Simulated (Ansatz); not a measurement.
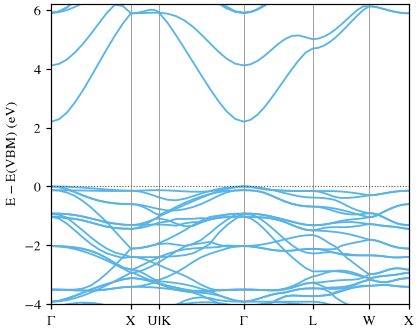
Band structure from r²SCAN (plane waves, PAW; program Ansatz)

**Question.** Read off the gap and where the band edges lie.

**Answer.** About 2.2 eV (2.20 eV by a search for the band edges); maximum at Γ, minimum at Γ.

The material is Zn2GeO4 (spinel, Fd-3m).

A made-up cell: these elements were put on the sites of a structure type; neither database checked (COD, Materials Project) lists it. COD files the formula under space group No. 95, 148. Whether it is the stable phase at ambient conditions was not checked. The cell was relaxed with r²SCAN under the symmetry of its start; whether a distortion lowers the energy is not shown. Scalar-relativistic: spin–orbit coupling is off unless named, which matters more the heavier the elements.

Potentials: the earlier of the program's two PAW sets.
